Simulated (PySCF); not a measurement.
Geometry relaxation, with input and output: CH8GeN2

The run: geometry relaxation of CH8GeN2, SMILES C[NH][GeH2][NH2]. Method and program: PBE0-D3(BJ)/def2-SVP geometry optimisation, gas phase (PySCF 2.14.0).

It belongs to a series of runs on one base structure; here: H on Ge replaced by NHCH3.

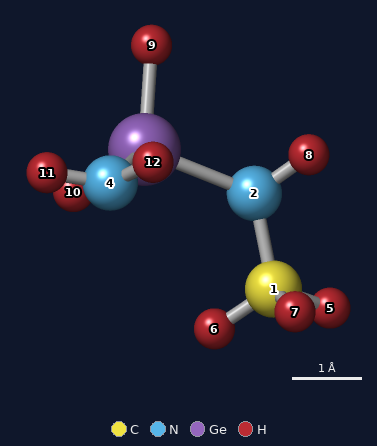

**Figure 1.** The starting structure (ball-and-stick view, seen at a tilt; atoms are numbered from 1 in the order of the input). Sticks mark near contacts.

## Input file
```
{"job": {"xc": "PBE0", "basis": "def2-SVP", "d3": "d3bj", "grid": 1, "shake": 0.01, "kind": "geom"}, "charge": 0, "multiplicity": 1}
C     -1.680530     0.084280    -0.496670
N     -0.886910    -0.303490     0.622030
Ge     0.859740    -0.653990     0.426530
N      1.802690     0.728240    -0.369350
H     -2.751800    -0.134490    -0.315430
H     -1.380700    -0.441430    -1.381140
H     -1.612820     1.176410    -0.728840
H     -1.146320     0.185550     1.463100
H      1.346230    -1.022540     1.840050
H      1.010320    -1.791550    -0.519440
H      2.699210     0.529560    -0.673400
H      1.780590     1.615180     0.123520
```

The first line tells a small driver script what to run in PySCF; the rest is the geometry in Å.

Machine: 1 CPU thread, shared host.

Run as:
```bash
OMP_NUM_THREADS=1 python <driver script> task.json out
```

## Output
```
step   0  E = -2228.61846103  max force = 0.053678
step   1  E = -2228.62347747  max force = 0.014843
step   2  E = -2228.62398687  max force = 0.003807
step   3  E = -2228.62404596  max force = 0.001409
step   4  E = -2228.62408077  max force = 0.001589
step   5  E = -2228.62411324  max force = 0.001770
step   6  E = -2228.62413063  max force = 0.001019
step   7  E = -2228.62414147  max force = 0.000591
step   8  E = -2228.62415082  max force = 0.000683
step   9  E = -2228.62415764  max force = 0.000616
step  10  E = -2228.62416027  max force = 0.000368
optimisation converged
```

## Trajectory as extended XYZ (Å, eV, eV/Å), 11 frames, from step=0 to step=10
```
12
Properties=species:S:1:pos:R:3:forces:R:3 step=0 energy=-60643.79723
C    -1.6805    0.0843   -0.4967   -0.8632   1.2116   0.4797
N    -0.8869   -0.3035    0.6220   -0.2368  -0.0475   0.1861
Ge    0.8597   -0.6540    0.4265    0.9473   0.5765   0.3924
N     1.8027    0.7282   -0.3694   -2.7602   0.4151   0.9317
H    -2.7518   -0.1345   -0.3154    0.1068  -0.0376  -0.1181
H    -1.3807   -0.4414   -1.3811    0.2660  -0.5721  -0.8654
H    -1.6128    1.1764   -0.7288   -0.0545  -0.3036  -0.0896
H    -1.1463    0.1855    1.4631   -0.0482   0.0751   0.3619
H     1.3462   -1.0225    1.8400    0.0497  -0.0016   0.1433
H     1.0103   -1.7915   -0.5194    0.1224  -0.7857  -0.6394
H     2.6992    0.5296   -0.6734    2.3733  -0.5299  -0.7958
H     1.7806    1.6152    0.1235    0.0974  -0.0004   0.0133
12
Properties=species:S:1:pos:R:3:forces:R:3 step=1 energy=-60643.93374
C    -1.5943    0.0295   -0.6234    0.1839  -0.1678  -0.1404
N    -0.7848   -0.3968    0.4944    0.2500  -0.0793   0.0184
Ge    1.0099   -0.7389    0.3083   -0.3815  -0.1097  -0.0760
N     1.8188    0.6954   -0.5131    0.7632  -0.2669  -0.2956
H    -2.6600   -0.1888   -0.4469   -0.0549   0.0037   0.0132
H    -1.3010   -0.5325   -1.5313   -0.0652   0.0667   0.1487
H    -1.5020    1.1002   -0.8813   -0.0062   0.0870  -0.0061
H    -1.0377    0.0506    1.3693   -0.0266  -0.0294   0.0011
H     1.5140   -1.0656    1.7385   -0.0338   0.0164  -0.0665
H     1.2099   -1.9362   -0.6648   -0.0101   0.2201   0.1709
H     2.7661    0.4768   -0.8629   -0.5937   0.1818   0.1559
H     1.8912    1.5311    0.0589   -0.0252   0.0774   0.0763
12
Properties=species:S:1:pos:R:3:forces:R:3 step=2 energy=-60643.94760
C    -1.5894    0.0270   -0.6235    0.0069  -0.0094  -0.0317
N    -0.7848   -0.4018    0.4953    0.0675   0.0056   0.0191
Ge    1.0001   -0.7340    0.3079   -0.0676   0.0397  -0.0392
N     1.8319    0.6915   -0.5146    0.1958  -0.0601   0.0129
H    -2.6573   -0.1900   -0.4482   -0.0044   0.0171  -0.0013
H    -1.2983   -0.5332   -1.5275   -0.0126  -0.0004   0.0194
H    -1.4974    1.1014   -0.8782   -0.0049  -0.0031   0.0039
H    -1.0439    0.0381    1.3721   -0.0270  -0.0239  -0.0017
H     1.4969   -1.0643    1.7343    0.0061   0.0112   0.0163
H     1.2033   -1.9175   -0.6554    0.0130   0.0004  -0.0028
H     2.7635    0.4779   -0.8742   -0.1528   0.0351   0.0108
H     1.9054    1.5297    0.0578   -0.0199  -0.0124  -0.0056
12
Properties=species:S:1:pos:R:3:forces:R:3 step=3 energy=-60643.94921
C    -1.5895    0.0274   -0.6244   -0.0139   0.0090   0.0043
N    -0.7851   -0.4021    0.4948    0.0120   0.0238  -0.0073
Ge    0.9982   -0.7325    0.3081    0.0111   0.0215  -0.0119
N     1.8389    0.6889   -0.5100   -0.0033   0.0041   0.0724
H    -2.6584   -0.1850   -0.4485    0.0036   0.0074   0.0043
H    -1.3016   -0.5347   -1.5271   -0.0011  -0.0111  -0.0077
H    -1.4961    1.1016   -0.8793    0.0044  -0.0046  -0.0012
H    -1.0498    0.0317    1.3728   -0.0159  -0.0217   0.0031
H     1.4937   -1.0621    1.7360   -0.0028   0.0088   0.0052
H     1.2057   -1.9136   -0.6556    0.0062  -0.0176  -0.0102
H     2.7612    0.4777   -0.8826    0.0041  -0.0090  -0.0365
H     1.9130    1.5275    0.0614   -0.0043  -0.0107  -0.0144
12
Properties=species:S:1:pos:R:3:forces:R:3 step=4 energy=-60643.95015
C    -1.5895    0.0290   -0.6260   -0.0154   0.0097   0.0229
N    -0.7854   -0.4017    0.4933   -0.0120   0.0254  -0.0243
Ge    0.9975   -0.7319    0.3094    0.0391   0.0009  -0.0001
N     1.8446    0.6872   -0.5022   -0.0817   0.0257   0.0689
H    -2.6590   -0.1775   -0.4472    0.0043   0.0022   0.0032
H    -1.3063   -0.5370   -1.5275    0.0014  -0.0093  -0.0125
H    -1.4922    1.1023   -0.8827    0.0086  -0.0034  -0.0056
H    -1.0564    0.0236    1.3734   -0.0062  -0.0177   0.0048
H     1.4895   -1.0615    1.7388   -0.0072   0.0039   0.0013
H     1.2082   -1.9120   -0.6560    0.0018  -0.0115  -0.0034
H     2.7573    0.4778   -0.8944    0.0560  -0.0212  -0.0434
H     1.9218    1.5265    0.0668    0.0111  -0.0048  -0.0119
12
Properties=species:S:1:pos:R:3:forces:R:3 step=5 energy=-60643.95104
C    -1.5889    0.0323   -0.6283   -0.0044   0.0047   0.0278
N    -0.7858   -0.4011    0.4906   -0.0233   0.0144  -0.0293
Ge    0.9974   -0.7318    0.3123    0.0360  -0.0152   0.0103
N     1.8498    0.6858   -0.4906   -0.0910   0.0291   0.0291
H    -2.6595   -0.1642   -0.4454    0.0028  -0.0007   0.0016
H    -1.3133   -0.5401   -1.5285    0.0002  -0.0034  -0.0095
H    -1.4832    1.1038   -0.8889    0.0082  -0.0004  -0.0075
H    -1.0654    0.0104    1.3743    0.0020  -0.0100   0.0053
H     1.4825   -1.0631    1.7437   -0.0088   0.0003  -0.0022
H     1.2116   -1.9102   -0.6555    0.0014  -0.0025   0.0034
H     2.7486    0.4777   -0.9133    0.0537  -0.0191  -0.0274
H     1.9363    1.5254    0.0752    0.0233   0.0027  -0.0016
12
Properties=species:S:1:pos:R:3:forces:R:3 step=6 energy=-60643.95151
C    -1.5879    0.0360   -0.6301    0.0036   0.0030   0.0150
N    -0.7867   -0.4015    0.4881   -0.0166  -0.0026  -0.0185
Ge    0.9972   -0.7324    0.3155    0.0160  -0.0144   0.0107
N     1.8515    0.6855   -0.4820   -0.0524   0.0216  -0.0089
H    -2.6595   -0.1509   -0.4443    0.0002   0.0000   0.0002
H    -1.3193   -0.5412   -1.5297   -0.0014   0.0005  -0.0029
H    -1.4730    1.1058   -0.8941    0.0043   0.0012  -0.0047
H    -1.0726   -0.0019    1.3751    0.0041  -0.0027   0.0041
H     1.4757   -1.0655    1.7484   -0.0056   0.0002  -0.0017
H     1.2150   -1.9091   -0.6541    0.0028   0.0020   0.0052
H     2.7387    0.4762   -0.9294    0.0222  -0.0113  -0.0052
H     1.9511    1.5240    0.0825    0.0228   0.0024   0.0068
12
Properties=species:S:1:pos:R:3:forces:R:3 step=7 energy=-60643.95181
C    -1.5868    0.0400   -0.6312    0.0065   0.0048  -0.0018
N    -0.7884   -0.4032    0.4859   -0.0055  -0.0170  -0.0032
Ge    0.9966   -0.7330    0.3180   -0.0028  -0.0064   0.0065
N     1.8507    0.6855   -0.4773   -0.0105   0.0138  -0.0304
H    -2.6596   -0.1381   -0.4441   -0.0011   0.0014   0.0001
H    -1.3244   -0.5400   -1.5313   -0.0020   0.0020   0.0027
H    -1.4630    1.1085   -0.8968    0.0004   0.0013  -0.0005
H    -1.0782   -0.0129    1.3757    0.0034   0.0025   0.0013
H     1.4700   -1.0668    1.7522   -0.0015   0.0016   0.0001
H     1.2186   -1.9085   -0.6521    0.0031   0.0022   0.0041
H     2.7289    0.4724   -0.9420   -0.0055  -0.0041   0.0103
H     1.9657    1.5210    0.0887    0.0155  -0.0019   0.0110
12
Properties=species:S:1:pos:R:3:forces:R:3 step=8 energy=-60643.95206
C    -1.5857    0.0449   -0.6320    0.0048   0.0076  -0.0160
N    -0.7909   -0.4065    0.4840    0.0033  -0.0260   0.0101
Ge    0.9951   -0.7338    0.3200   -0.0134   0.0021   0.0008
N     1.8483    0.6855   -0.4757    0.0217   0.0052  -0.0351
H    -2.6597   -0.1244   -0.4445   -0.0014   0.0022   0.0004
H    -1.3291   -0.5362   -1.5332   -0.0016   0.0021   0.0059
H    -1.4525    1.1125   -0.8969   -0.0022   0.0006   0.0031
H    -1.0831   -0.0233    1.3761    0.0018   0.0065  -0.0008
H     1.4653   -1.0664    1.7551    0.0021   0.0028   0.0015
H     1.2222   -1.9087   -0.6496    0.0016   0.0006   0.0020
H     2.7188    0.4659   -0.9526   -0.0220   0.0018   0.0164
H     1.9816    1.5152    0.0949    0.0053  -0.0055   0.0116
12
Properties=species:S:1:pos:R:3:forces:R:3 step=9 energy=-60643.95225
C    -1.5848    0.0499   -0.6322    0.0012   0.0085  -0.0188
N    -0.7938   -0.4107    0.4829    0.0045  -0.0247   0.0147
Ge    0.9930   -0.7348    0.3206   -0.0124   0.0065  -0.0035
N     1.8451    0.6851   -0.4772    0.0317  -0.0020  -0.0210
H    -2.6601   -0.1117   -0.4452   -0.0006   0.0018   0.0008
H    -1.3326   -0.5305   -1.5350   -0.0006   0.0012   0.0054
H    -1.4434    1.1173   -0.8942   -0.0025   0.0000   0.0041
H    -1.0863   -0.0305    1.3762    0.0008   0.0080  -0.0019
H     1.4628   -1.0644    1.7565    0.0034   0.0028   0.0017
H     1.2241   -1.9102   -0.6473   -0.0008  -0.0011   0.0001
H     2.7108    0.4580   -0.9597   -0.0214   0.0045   0.0105
H     1.9954    1.5073    0.1004   -0.0033  -0.0056   0.0079
12
Properties=species:S:1:pos:R:3:forces:R:3 step=10 energy=-60643.95232
C    -1.5843    0.0533   -0.6318   -0.0008   0.0065  -0.0105
N    -0.7958   -0.4134    0.4828   -0.0011  -0.0160   0.0097
Ge    0.9913   -0.7359    0.3200   -0.0030   0.0058  -0.0043
N     1.8433    0.6840   -0.4796    0.0189  -0.0045  -0.0014
H    -2.6603   -0.1044   -0.4456    0.0000   0.0008   0.0007
H    -1.3341   -0.5262   -1.5357    0.0002   0.0004   0.0020
H    -1.4384    1.1207   -0.8909   -0.0009  -0.0001   0.0024
H    -1.0867   -0.0318    1.3761    0.0012   0.0069  -0.0012
H     1.4630   -1.0628    1.7559    0.0020   0.0013   0.0005
H     1.2229   -1.9123   -0.6466   -0.0021  -0.0012  -0.0008
H     2.7075    0.4528   -0.9624   -0.0095   0.0032   0.0006
H     2.0016    1.5009    0.1036   -0.0048  -0.0030   0.0022
```

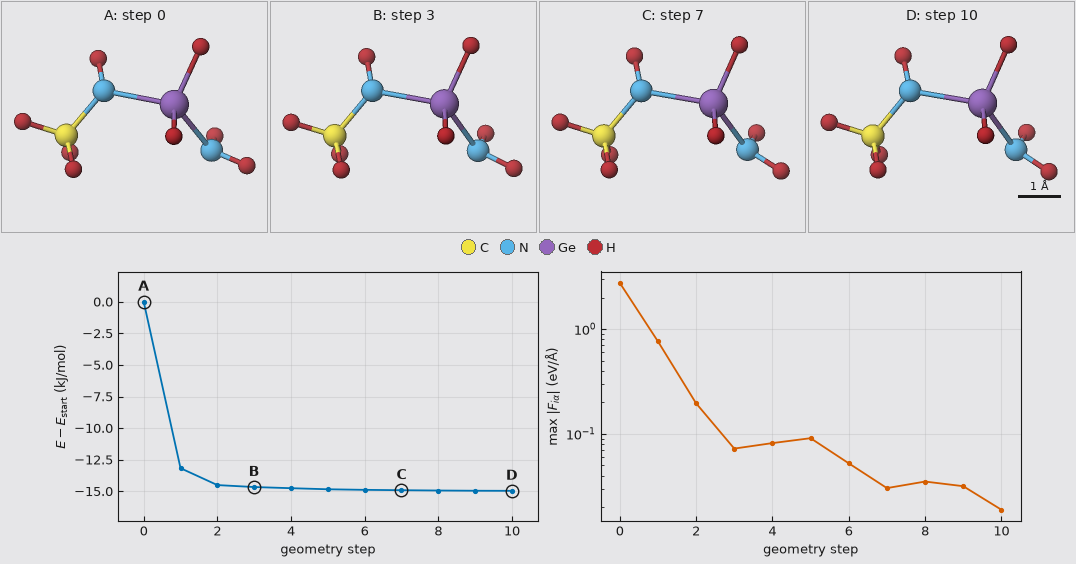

**Figure 2.** Frames of the relaxation (ball-and-stick view, seen at an oblique angle) above the curves, on which the letters mark them (steps are counted from 0).

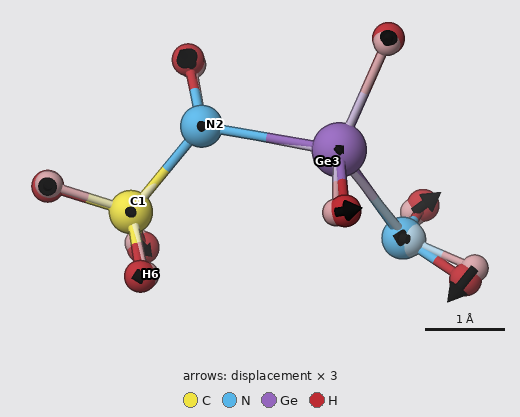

**Figure 3.** Start (faint) and end (solid) with the displacements as black arrows, magnified 3 times (ball-and-stick view, seen at an oblique angle). The two geometries are laid on each other by the best rigid fit. Over 10 geometry steps the energy falls by 15.0 kJ/mol. The largest force component goes from 2.8 to 0.019 eV/Å. H11 moves most after the best rigid fit: 0.19 Å. Largest moves by element: H 0.19 Å, N 0.08 Å, Ge 0.04 Å, C 0.04 Å. Among the contacts that change: Ge3–H10 1.487 → 1.540 Å, N4–H11 0.967 → 1.017 Å, N2–Ge3 1.792 → 1.823 Å, C1–H6 1.072 → 1.102 Å. Among the angles that change: N2–Ge3–N4 113.4° → 110.9°. (Atoms are counted from 1 in the order of the input.)

## Summary

```csv
quantity,value
outcome,converged
total energy,−2228.624160 hartree
dipole moment,1.37 D
point group,C1
wall time,52 s
peak memory,0.47 GiB
```
